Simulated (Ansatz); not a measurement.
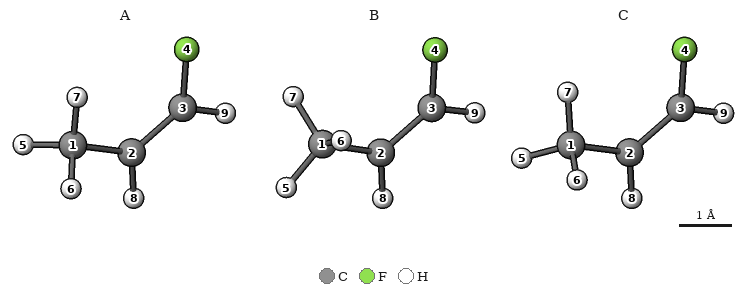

3 geometries from a converged minimum-energy path of C3H5F, shuffled. Style: ball-and-stick. Shown at a tilt.

The calculation used RKS B3LYP-D4/def2-SVP (Ansatz 0.2.0). Settings: 7 movable images; climbing image; force threshold 0.05 eV/Å; iteration limit 60; starting path by image-dependent pair potential.

**Which of them lies highest in energy?**

B. In order along the path, whose images run from 0 to 8: A (image 0, 0.00 kcal/mol), C (image 1, +0.18 kcal/mol), B (image 4, +1.24 kcal/mol). The motion is a rotation about the C1–C2 bond by about 120°. No bond forms or breaks between the ends.
